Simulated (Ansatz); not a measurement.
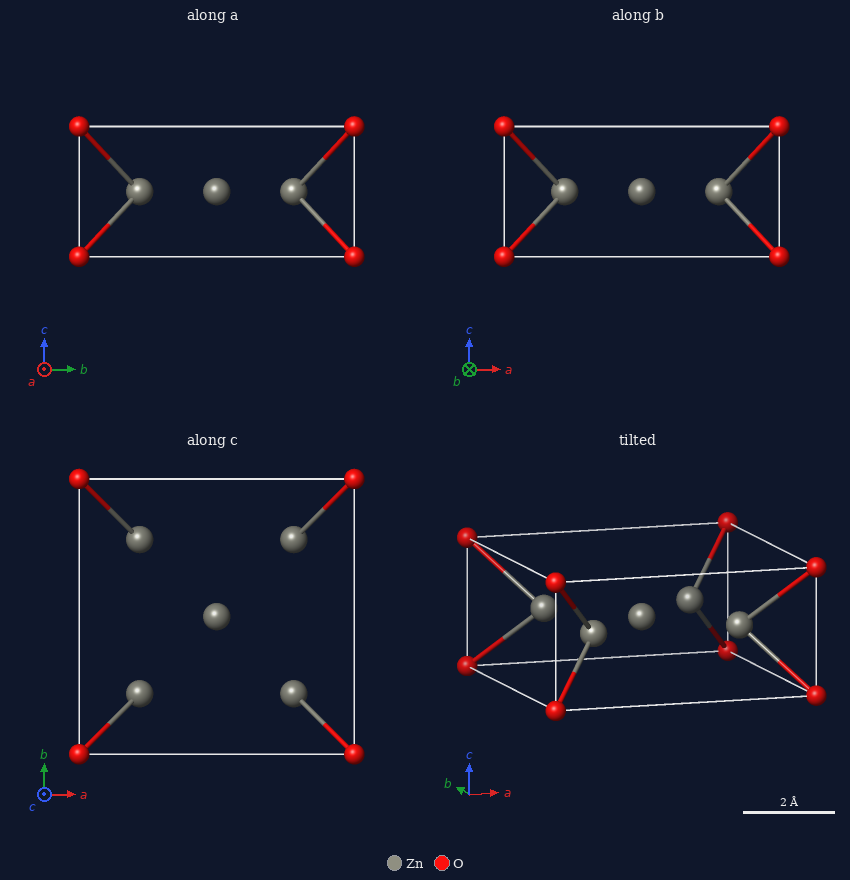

Drawn in the ball-and-stick manner and seen along the a axis, along the b axis, along the c axis and slightly off an axis. The edges of the conventional unit cell are marked.

Lattice parameters: a = 6.058 Å, b = 6.058 Å, c = 2.868 Å, α = 90.00°, β = 90.00°, γ = 90.00°. Put a along x and b in the xy plane.

Transcribe the picture into a POSCAR file, with free fractional coordinates to two decimals.

Answer.
```
Zn O
1.0
     6.058    0.000    0.000
     0.000    6.058    0.000
     0.000    0.000    2.868
Zn O
5 1
Direct
  0.78 0.78 0.50
  0.22 0.22 0.50
  0.78 0.22 0.50
  0.22 0.78 0.50
  0.50 0.50 0.50
  0.00 0.00 0.00
```

Starting structure: a random cell made by a generator, so it need not be a real form of the compound. The final geometry of a relaxation with Ansatz 0.2.0, DFT PBE, scalar-relativistic, plane waves, PAW is shown.
